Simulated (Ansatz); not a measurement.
**BaTiO3: pressure series**

Take BaTiO$_{3}$ (space group R3m, No. 160; a = 5.635 Å, c = 6.926 Å (hexagonal axes)) as the base.

Cell and atoms are relaxed at each pressure.

Method: PBEsol (Ansatz, an electronic-structure program; PAW; 420 eV plane waves; no spin-orbit coupling), earlier PAW set.

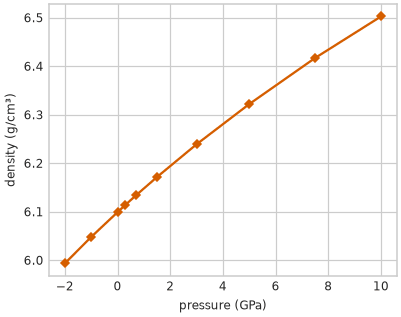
Fig. 1. Density against pressure

```tsv
pressure (GPa)	density
-2	5.99 g/cm³
-1	6.05 g/cm³
0.3	6.11 g/cm³
0.7	6.13 g/cm³
1.5	6.17 g/cm³
3	6.24 g/cm³
5	6.32 g/cm³
7.5	6.42 g/cm³
10	6.50 g/cm³
```

Load acts through the strain it causes; cell and atoms are relaxed under it. Whether these cells are dynamically stable was not tested. No other phases were tried under pressure. The final runs are not spin-polarised. This is not the structure that BaTiO3 has at room temperature and ambient pressure.
